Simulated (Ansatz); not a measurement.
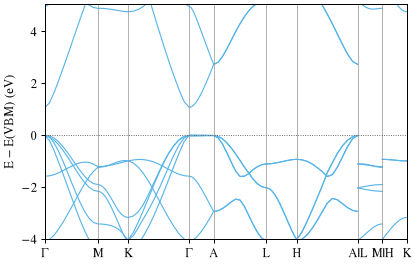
*Band structure from plane-wave PAW r²SCAN+D4 (Ansatz code)*

Task: Read off the gap and where the band edges lie.

Result: About 1.1 eV (1.07 eV by a search for the band edges); maximum at Γ, minimum at Γ.

Task: Pick the material that matches.
A. ZnO, P6_3/mmc (Zn on 2b, O on 2c)
B. WS2, P-6m2 (W on 1a, S on 2h)
C. GaN, P6_3/mmc (Ga on 2d, N on 2b)
D. MoSeS, P-6m2 (Mo on 1c, Mo on 1b, Se on 2h, S on 2g)

Result: A, ZnO, P6_3/mmc (Zn on 2b, O on 2c)

The workflow started from a Materials Project entry (that database holds measured and hypothetical structures alike); the Crystallography Open Database copy checked does not list it. It is not the phase usual at ambient conditions (space group No. 186). The r²SCAN+D4 relaxation kept the symmetry of its start; phonons show weakly imaginary modes.

Potentials: the later of the program's two PAW sets.
